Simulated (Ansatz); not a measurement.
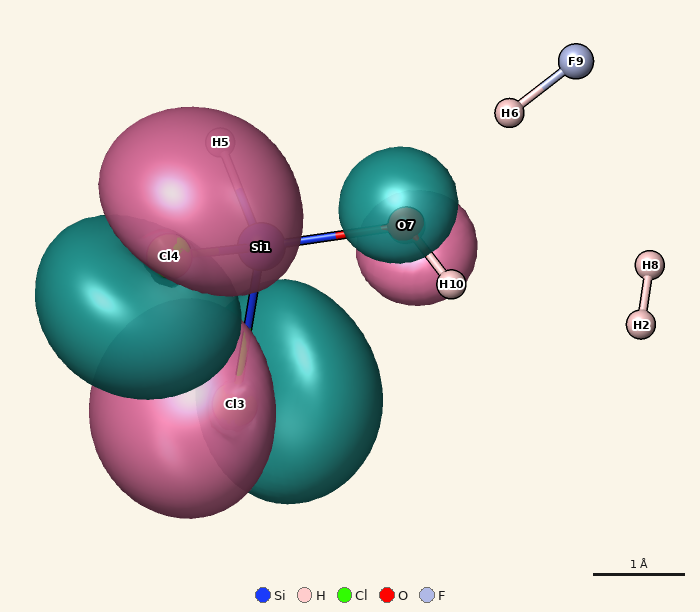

The picture shows: Cl$_{2}$H$_{2}$OSi···H$_{2}$···HF. The HOMO at ±0.08 Å⁻³ᐟ² (teal and pink are the two phases), seen at a tilt.

The product side of a reaction path; geometry: PBE0-D4/def2-TZVP.

Computed with Ansatz, RKS PBE0-D4/def2-TZVPP.

```xyz
10

Si   -1.6066   -0.4477   -0.3496
H     2.9638   -0.4052   -0.2794
Cl   -1.8801   -0.3967   -2.3627
Cl   -1.8741   -2.3600    0.2841
H    -2.5402    0.4589    0.3252
H     0.5357    1.3397    1.0116
O    -0.1007    0.0707    0.0311
H     2.7922    0.1754    0.1607
F     1.0434    1.9594    1.4946
H     0.6667   -0.3948   -0.3155
```

**What is the character of this orbital?**

By Hirshfeld shares it lies mainly on Cl3 (about 45 %) and Cl4 (about 45 %); largely a combination of lone pairs on Cl3 and Cl4. Its energy is −9.65 eV.
